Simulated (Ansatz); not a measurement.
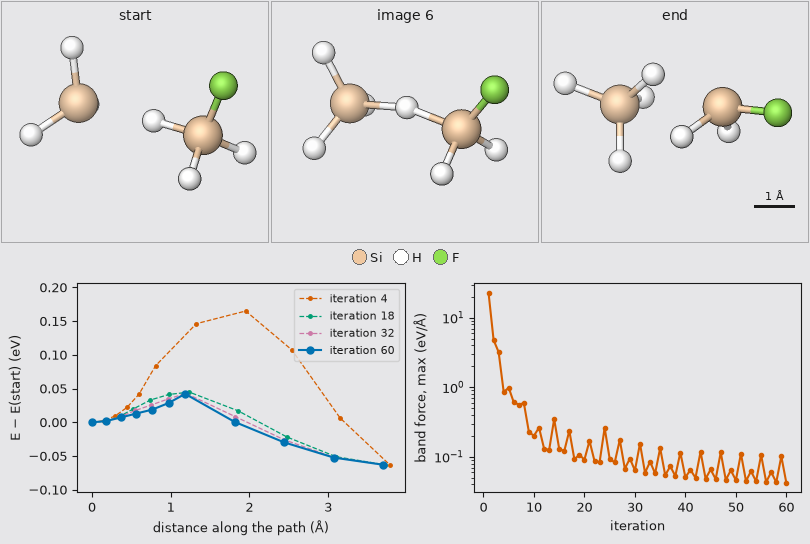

A nudged-elastic-band calculation for Si₂H₆F (multiplicity 2), made up at the start of SiH₃F and SiH$_{3}$. Images are numbered from 0 (start) to 10 (end). The plot follows the band through its iterations. A ball-and-stick model, seen at a tilt.

Level of theory: UKS LDA/6-31G* (Ansatz 0.2.0). Run with 9 movable images; climbing image from the first iteration; force threshold 0.03 eV/Å; iteration limit 60; optimiser L-BFGS; starting path through a guess of the saddle point.

Did the band converge, and can the barrier be trusted?

Answer. The result isn't final. The band hadn't converged when the run stopped after 60 iterations. The largest component of the band force went from 23 to 0.042 eV/Å. The barrier read from it is provisional, though the highest image hardly moved in the last two iterations. The first iteration put the highest image at 4.086 eV. The energy climbs by 0.042 eV to image 6 and then falls by 0.105 eV, so the end point sits at −0.063 eV.

Limits of the set-up: the start holds two separate molecules, 2.3 Å apart at their closest, whose relative position is a soft coordinate and is computed without a dispersion correction.
